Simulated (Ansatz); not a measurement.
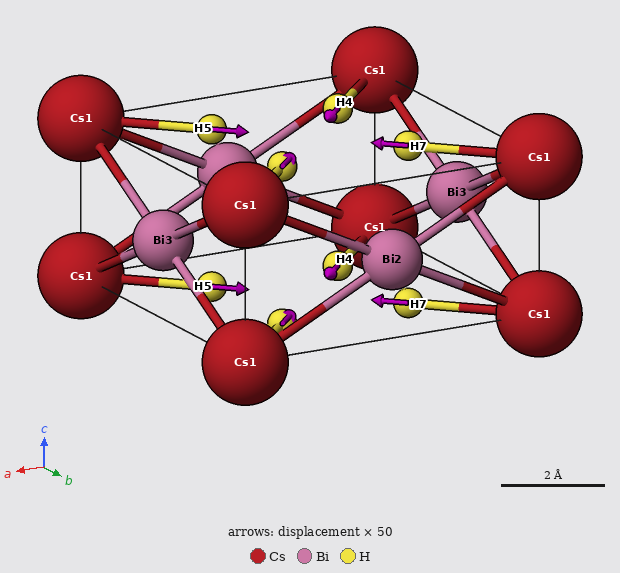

A relaxation of a crystal of CsBi$_{2}$H$_{4}$ (built on the K2PdBr4 type). The starting structure is drawn; purple arrows show the displacements (the part carried along by the change of the cell is left out), 50 times their true length.

A ball-and-stick model of the cell of the calculation, seen from a free direction.

Case: K2PdBr4 type (P4/mmm, No. 123).

All numbers below come from DFT PBE, scalar-relativistic, plane waves, PAW in Ansatz 0.2.0.

Input
```yaml
crystal:
  lattice:
    - [6.5806233718, 0.0, 0.0]
    - [0.0, 6.5806233718, 0.0]
    - [0.0, 0.0, 3.2177241156]
  atoms:
    - { symbol: Cs, position: [0.0, 0.0, 0.0] }
    - { symbol: Bi, position: [0.5, 0.0, 0.5] }
    - { symbol: Bi, position: [0.0, 0.5, 0.5] }
    - { symbol: H, position: [0.2853872415, 0.2853872415, 0.0] }
    - { symbol: H, position: [0.7146127585, 0.2853872415, 0.0] }
    - { symbol: H, position: [0.7146127585, 0.7146127585, 0.0] }
    - { symbol: H, position: [0.2853872415, 0.7146127585, 0.0] }
basis:
  ecutwfc: 420
kpoints:
  mp_grid: { grid: [6, 6, 12] }
hamiltonian:
  xc: pbe
scf:
  occupations: { method: gaussian, width: 0.1 }
output:
  forces: true
  stress: true
  eigenvalues: true
relax:
  adjacent_minimum: "off"
  f_tol: 0.01
  max_steps: 80
  cell: { stress_tol: 0.05 }
```

Run as
```bash
ansatz run input.yaml --threads 1 --pin off --max-ram 2560MiB --backend cpu --events-out ev --progress --plain --runs-dir out
```

Which element moves most?

Hydrogen: up to 0.015 Å, against 0.000 Å for bismuth.

What happened in the run?

Over 3 accepted moves (4 points after the start) the energy falls by 10.9 meV per cell of the calculation. The largest force component goes from 0.0015 to 0.0007 eV/Å. The pressure goes from 0.18 to −0.01 GPa. At 1 point the geometry stayed and the basis and grid were re-selected for the new cell (energy shift of 0.2 meV per cell of the calculation at most each time). The largest moves relative to the cell, 0.015 Å, are those of H4, H5, H6 and H7. H6 goes along [−1 −1 0]. Bi and Cs stay in place. Cell: a = b 6.581 → 6.516 Å (−1.0 %), c 3.218 → 3.263 Å (+1.4 %). Volume −0.6 %. Among the contacts that change: Cs1–Cs1 3.218 → 3.263 Å, Bi2–Bi2 3.218 → 3.263 Å, Cs1–Bi2 3.663 → 3.644 Å, Cs1–H4 2.656 → 2.645 Å. The space group stays P4/mmm (No. 123).
